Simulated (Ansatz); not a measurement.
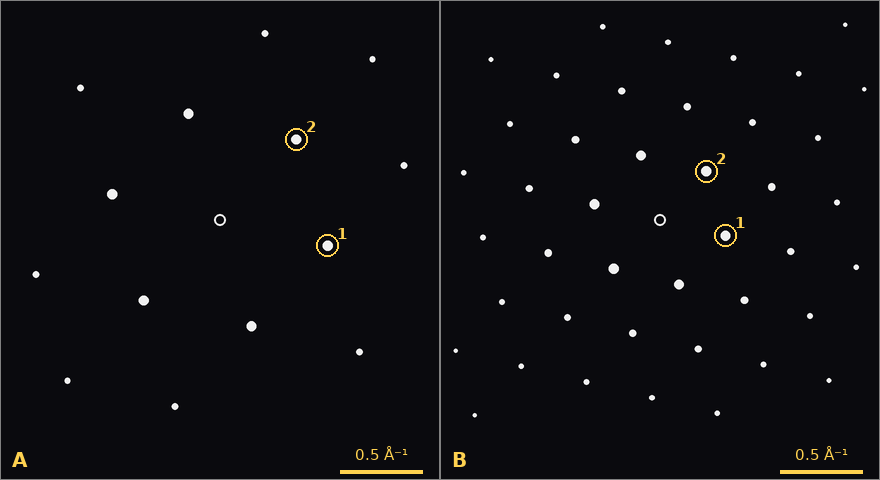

Kinematic electron diffraction patterns (300 kV, B = 0.5 Å², same scale) along [111] of the run's own cell, for the start and the end of one relaxation of K3W2 with Ansatz 0.2.0, DFT PBE, scalar-relativistic, plane waves, PAW. k mesh 12×12×12. The start is a generated model structure, and the relaxation ends in the nearest stationary point of its symmetry, not necessarily the ground state. Spot 1 is 0 -1 1 and spot 2 is 1 -1 0 in both.

Start structure:

```
K W
1.0
     2.42331    1.39910   11.23328
    -2.42331    1.39910   11.23328
     0.00000   -2.79820   11.23328
K W
3 2
Cartesian
  0.0000 0.0000 0.0000
  0.0000 0.0000 7.0601
  0.0000 0.0000 26.6397
  0.0000 0.0000 13.4799
  0.0000 0.0000 20.2199
```

### Which pattern belongs to the start structure, and which to the relaxed one?

B is the start: its cell gives d(1) = 2.423 Å, d(2) = 2.423 Å and an angle of 60.0°. A is the relaxed structure, with d(1) = 1.470 Å (-39.3 %), d(2) = 1.470 Å (-39.3 %) and 60.0°.

### What did the relaxation do to the structure and the energy?

The volume changed by -45.6 % to 24.88 Å³ an atom; with the mean shift removed, the atoms moved by up to 0.18 Å relative to the cell (W most); the space group stayed R-3m (No. 166); the free energy fell by 1700 meV an atom. Relaxed cell: a = 16.708 Å, b = 16.708 Å, c = 16.708 Å, α = 10.09°, β = 10.09°, γ = 10.09°.
